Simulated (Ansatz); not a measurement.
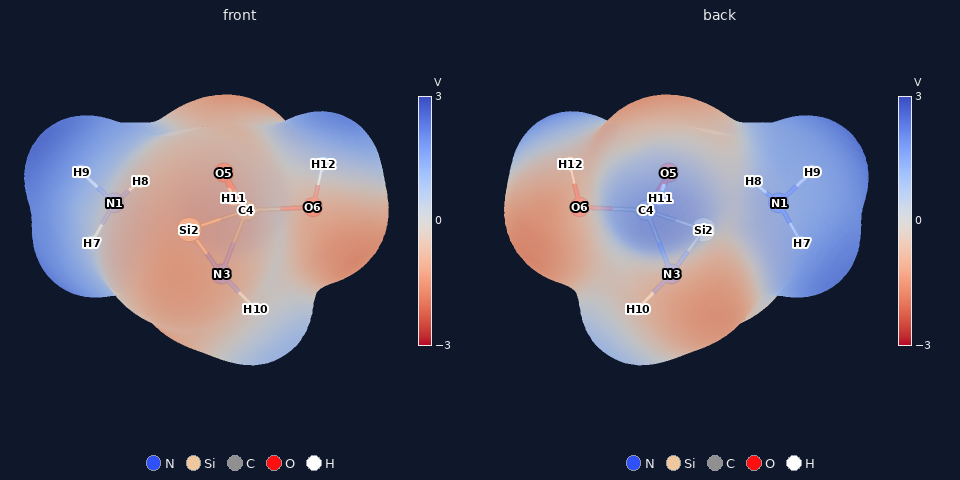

CH6N2O2Si. The electrostatic potential painted on the density surface at 0.002 e/bohr³, seen from the front and from behind; red is negative and blue positive.

Method: Ansatz 0.2.0, RKS PBE-D4/def2-SVP.

```xyz
12

N    -1.2568   -1.4050    0.8225
Si    0.1323   -0.0662    1.5473
N     1.1776   -0.5357    0.0687
C     0.3475    0.5692   -0.2721
O    -0.6344    0.2430   -1.2685
O     1.0503    1.7358   -0.5879
H    -0.8388   -2.3421    0.7334
H    -1.3904   -1.0158   -0.1442
H    -2.1546   -1.4737    1.3197
H     2.1821   -0.3170    0.0905
H    -0.1333   -0.1710   -2.0070
H     0.4175    2.4732   -0.5077
```

Describe the electrostatic potential map.

Answer. The most negative region (about −1.5 V) lies over O6, the most positive (about +2.3 V) over H9. O6 is the likeliest acceptor of a hydrogen bond.
